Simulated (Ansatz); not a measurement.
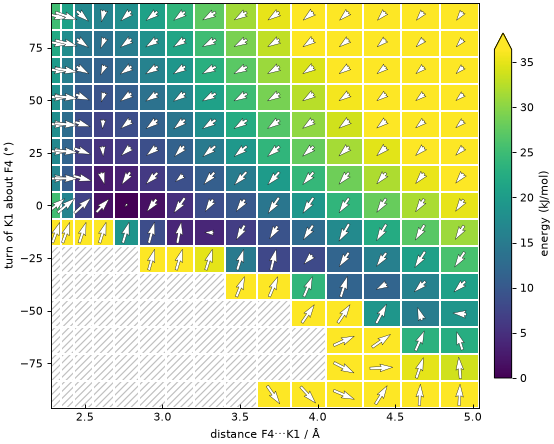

Energy landscape of CH₂F₂K, charge +1. The turn is about an axis along (0.99, 0.09, 0.04) in the frame of the relaxed pair, normal to the line between the partners. The first coordinate is: distance F4···K1; the second: turn of K1 about F4. The grid has 15 × 15 points. At 54 points there is no value (left out of the scan, as a rule where atoms come close). Points are written as (first, second). Energies: kJ/mol, counted from the lowest grid point. Method: RKS PBE0-D4/def2-SVPD in Ansatz 0.2.0.

The picture shows one coloured cell a grid point, arrows along the force (downhill), their lengths compressed, one colour for all values above the top of the scale, hatched blanks where no value was computed. 

**Where are the lowest and the highest points?**

The lowest grid point is at (2.765 Å, 0.0°). Other grid points that lie below all their neighbours: (3.301 Å, −12.9°) (3.9 kJ/mol higher). The highest grid point, (3.716 Å, −90.0°), lies 245.5 kJ/mol above the lowest.

The input of one point:

```yaml
crystal:
  periodic: [false, false, false]
  atoms:
    - { symbol: K, position_ang: [0.087644, 0.327761, -2.709606] }
    - { symbol: F, position_ang: [0.112685, -1.05214, -0.316505] }
    - { symbol: C, position_ang: [-0.020402, -0.07745, 0.633689] }
    - { symbol: F, position_ang: [-0.1005, 1.098126, -0.060764] }
    - { symbol: H, position_ang: [-0.957044, -0.235554, 1.182345] }
    - { symbol: H, position_ang: [0.8783, -0.063129, 1.262538] }
total_charge: 1
basis:
  gaussian: { orbitals: def2-SVPD }
hamiltonian:
  xc: pbe0
  dispersion: d4
output:
  forces: true
```

Each point was launched as `ansatz run input.yaml --threads 1 --pin off --max-ram 2560MiB --backend cpu --events-out ev --progress --plain --runs-dir out`. Time for the 171 points that were run: 14 min on 1 thread of Arm Neoverse V2 (shared host).
